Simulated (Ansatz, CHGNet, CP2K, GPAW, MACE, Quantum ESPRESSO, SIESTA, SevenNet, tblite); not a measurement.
# Which run comes nearest? Pt(100)/Be(0001) interface (64 atoms)

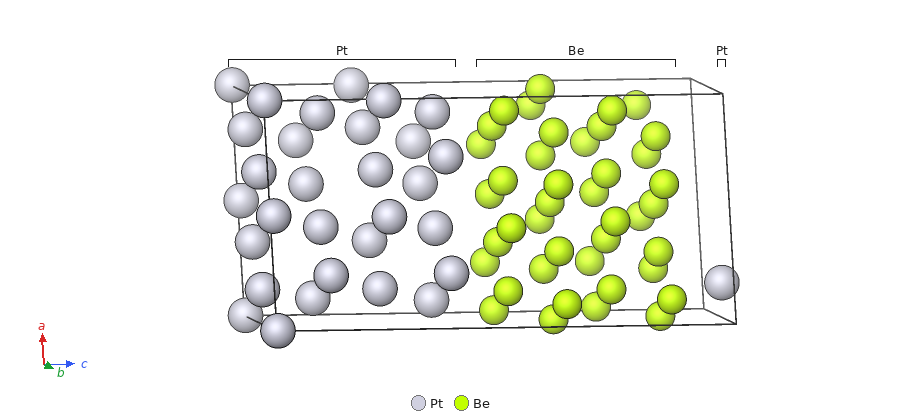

The cell (platinum light grey, beryllium green). Some periodic images of atoms are drawn too.

The cell holds 64 atoms: 24 Pt and 40 Be. Cell: a = 7.883 Å, b = 6.126 Å, c = 15.503 Å, α = 90.0°, β = 90.0°, γ = 108.8°. Fcc Pt(100), 4 repeat layers, 6 surface cells, strained +0.45 and -1.26 %; hcp Be(0001), 2 layers, 10 cells, -0.45 and +1.29 %; outer planes 2.22 Å apart and 2.02 Å at the second interface of the periodic stack; not relaxed, displaced by a Gaussian of 0.02 Å. Then every atom was moved at random, 0.05 Å r.m.s. a Cartesian component. Regions: Pt, 24 atoms (24 Pt); Be, 40 atoms (40 Be).

Geometry: as built.

The reference, a calculation:

* method: Kohn-Sham DFT, PBE, SSSP efficiency 1.3.0 pseudopotentials, plane waves (Quantum ESPRESSO 7.5); sssp-pbe-1.3.0-efficiency, cutoffs 45/360 Ry, Γ point
* r.m.s. force component: 0.7729 eV/Å
* longest force: 2.882 eV/Å
* pressure: 4.039 GPa
* time: 2.3 min on 2 MPI ranks of Arm Neoverse V1, shared host
* CPU time: 4.5 min

Q: Estimate the differences from the reference, the CPU time and the memory of each run.
- SevenNet l3i5 potential (SevenNet l3i5; 1 thread)
- QE PBE, sg15-1.2, 60/240 Ry (Quantum ESPRESSO 7.5; 4 MPI ranks)
- CP2K PBE, DZVP-UZH, 600/50 Ry, diagonalisation (CP2K 2026.2; 4 MPI ranks)
- GPAW PBE, LCAO dzp, h 0.2 Å (GPAW 26.7.0; 1 thread)
- GPAW PBE, LCAO dzp, h 0.22 Å (GPAW 26.7.0; 1 thread)
- tblite GFN1-xTB (tblite 0.8.0; 1 thread)
- MACE MPA-0 medium potential (MACE MPA-0 medium; 1 thread)
- CHGNet r2SCAN potential (CHGNet r2SCAN; 1 thread)
- CP2K PBE, SZV-MOLOPT-SR, 600/50 Ry, diagonalisation (CP2K 2026.2; 2 threads)

Differences are against the plane-wave reference, forces as r.m.s. over components; share is that over the reference's r.m.s. force, slope the least-squares factor from reference forces to these. Total energies of different programs have different zeros and aren't compared.

```tsv
run	Δ force, r.m.s. (meV/Å)	share (%)	slope	Δ pressure (GPa)	cores	CPU time	memory (GiB)
reference	-	-	-	-	2	4.5 min	1.5
SevenNet l3i5 potential	404	52.3	0.968	4.13	1	9.4 s	1.5
QE PBE, sg15-1.2, 60/240 Ry (coarse)	17.3	2.24	1.009	0.461	4	6 min	1.2
CP2K PBE, DZVP-UZH, 600/50 Ry, diagonalisation	130	16.8	0.960	-0.333	4	29 min	4.5
GPAW PBE, LCAO dzp, h 0.2 Å	112	14.5	1.109	-	1	9.2 min	1.1
GPAW PBE, LCAO dzp, h 0.22 Å (coarse)	112	14.5	1.109	-	1	8 min	0.99
tblite GFN1-xTB	324	41.9	0.797	23.3	1	4.6 s	0.12
MACE MPA-0 medium potential	355	46.0	0.874	-3.45	1	7.5 s	1.1
CHGNet r2SCAN potential	410	53.0	0.574	-4.73	1	3.4 s	1.4
CP2K PBE, SZV-MOLOPT-SR, 600/50 Ry, diagonalisation (coarse)	1438	186	0.900	85.1	2	7.9 min	2.0
```

Rows marked coarse were listed beforehand as settings not expected to be converged; some can still land near the reference.

Times of the machine-learned potentials are mostly Python's start and the loading of weights.

CPU time is summed over cores on a shared host, where runs went side by side, so it is rough. Symmetry, cutoffs, thresholds, outputs and thread counts weren't matched or tuned between programs; memory under MPI is the largest rank's times the ranks.

The PBE runs in local orbitals, coarse settings apart, differ by 14 % (GPAW PBE, LCAO dzp, h 0.2 Å) to 17 % (CP2K PBE, DZVP-UZH, 600/50 Ry, diagonalisation); basis, grid and potentials can all enter. Tight binding differs by 42 % (tblite GFN1-xTB); it is another model, with fitted parameters of its own, and the xTB methods hold dispersion. Machine-learned potentials differ by 46 % (MACE MPA-0 medium potential) to 53 % (CHGNet r2SCAN potential); they were trained on other programs' data, some at another functional. Runs with settings chosen to be coarse differ by 2.2 % (QE PBE, sg15-1.2, 60/240 Ry) to 186 % (CP2K PBE, SZV-MOLOPT-SR, 600/50 Ry, diagonalisation), their programs' other errors included. Periodic xTB results under one method name differ between programs and library versions. Machine-learned potentials mimic data converged in k, so the reference's own k-point error enters their differences. The electronic-structure runs sample only Γ, in a cell whose shortest periodic width is 6 Å, which is coarse for a cell with partly filled levels.

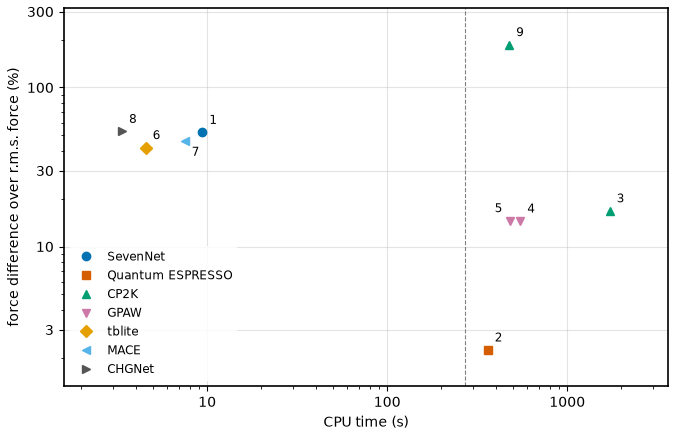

Force difference against CPU time; the dashed line marks the reference's time. Points: 1 SevenNet l3i5 potential; 2 QE PBE, sg15-1.2, 60/240 Ry; 3 CP2K PBE, DZVP-UZH, 600/50 Ry, diagonalisation; 4 GPAW PBE, LCAO dzp, h 0.2 Å; 5 GPAW PBE, LCAO dzp, h 0.22 Å; 6 tblite GFN1-xTB; 7 MACE MPA-0 medium potential; 8 CHGNet r2SCAN potential; 9 CP2K PBE, SZV-MOLOPT-SR, 600/50 Ry, diagonalisation.

[Logs are printed without paths, hosts, clocks, repeated set-up lines and the standing remarks that a program may print on its own settings, such as how far it seeks lower states.]

[Hosts, paths, dates, database ids (printed as entryN), source tags and the programs' standing remarks are cut or masked in the printed files.]
